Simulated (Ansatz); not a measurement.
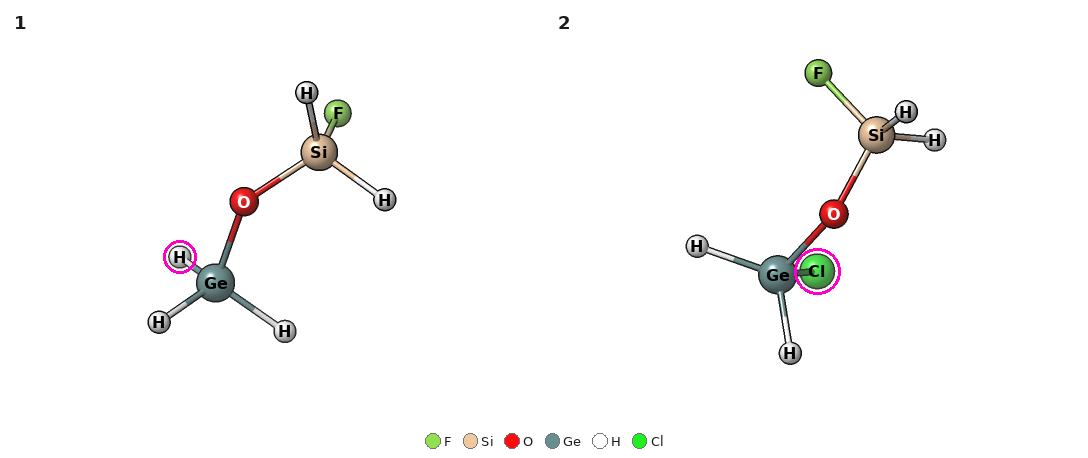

2 molecules with one skeleton, seen from the same side and at one scale; the atom that differs is circled. Each species is neutral and a spin singlet. Computed geometries: PBE0-D4/def2-TZVP optimisations, one conformation each. Properties computed with Ansatz 0.2.0.

One atom differs, called X below: H in panel 1, Cl in panel 2. Their formulas are FGeH5OSi (`F[SiH2][O][GeH3]`), ClFGeH4OSi (`F[SiH2][O][GeH2][Cl]`).

> In which is the length of X–Ge larger (PBE0-D4/def2-TZVP)?

In panel 2 (X = Cl).

> In which is the mean angle X–Ge–H larger (PBE0-D4/def2-TZVP)?

In panel 1 (X = H).

Give the values. With PBE0-D4/def2-TZVP: length of X–Ge (Å), mean angle X–Ge–H (°), dipole moment (D). With ωB97M-V/def2-TZVPP: HOMO energy (Kohn–Sham orbital) (eV), HOMO–LUMO gap (eV).

```tsv
quantity	1 (H)	2 (Cl)	2 − 1
length of X–Ge (Å)	1.534	2.146	+0.612
mean angle X–Ge–H (°)	111.8	108.3	−3.5
dipole moment (D)	1.91	1.95	+0.04
HOMO energy (Kohn–Sham orbital) (eV)	−11.10	−11.30	−0.20
HOMO–LUMO gap (eV)	12.77	13.04	+0.27
```
